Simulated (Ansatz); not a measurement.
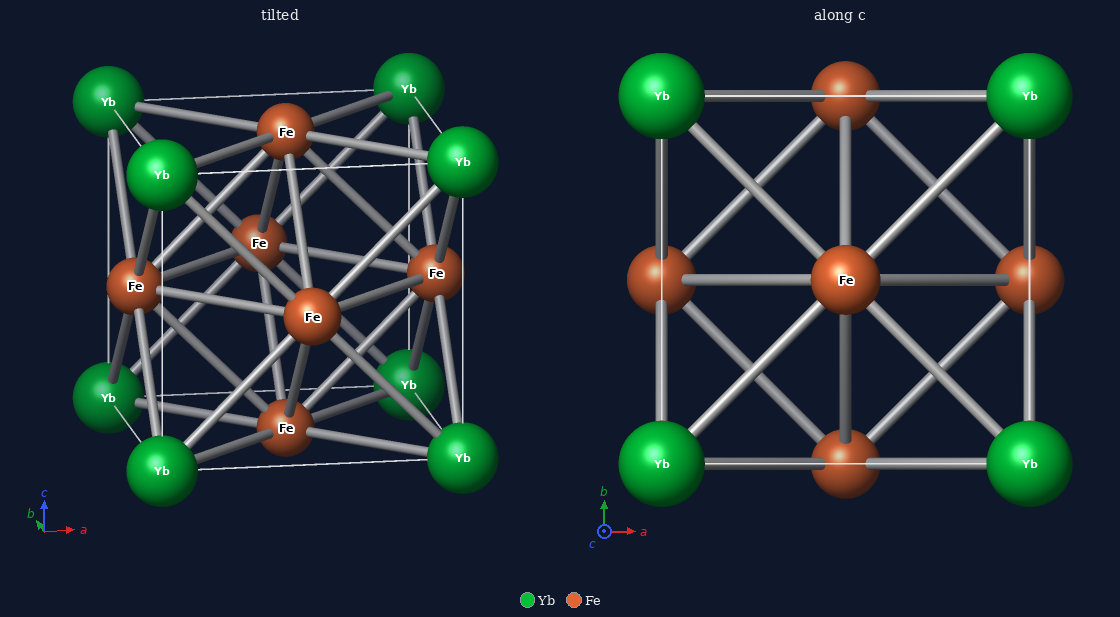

Ball-and-stick model, viewed slightly off an axis and along the c axis. The box is the conventional unit cell; atoms on or close to its faces, edges and corners are drawn wherever they repeat.

YbFe₃, Cu₃Au (L1₂) type, space group Pm-3m (No. 221), a = 3.915 Å, b = 3.915 Å, c = 3.915 Å, α = 90.00°, β = 90.00°, γ = 90.00°. The model was built from a structure type filled with these elements by a generator (whether the compound takes this form wasn't checked). Earlier steps of the study, as a rule a relaxation of our own, may have changed the cell and positions, so they can lie some per cent off the listed ones. It went into a calculation with Ansatz.

This one geometry was computed with Ansatz (DFT, plane waves, PAW) at three levels of theory: PBE, PBEsol and LDA.

### Which level gives the highest pressure at this volume, and what does that say about its equilibrium volume?

Highest: PBE (0.0 GPa), which points to the largest equilibrium volume. Lowest, with the smallest volume: LDA (-12.3 GPa). Levels within 0.5 GPa of each other can't be told apart.

### How does the band gap change with the level of theory?

All levels give a metal.

### Collect the results in a table.

| level | cutoff (eV) | k-mesh of the run's cell | gap (eV) | pressure (GPa) | absolute moment (μB/atom) |
| --- | --- | --- | --- | --- | --- |
| PBE | 420 | 8×8×8 | metal | 0.0 | 2.06 |
| PBEsol | 420 | 8×8×8 | metal | -6.7 | 2.05 |
| LDA | 420 | 8×8×8 | metal | -12.3 | 1.98 |

Gaps are taken on the k-mesh or band path of each run.
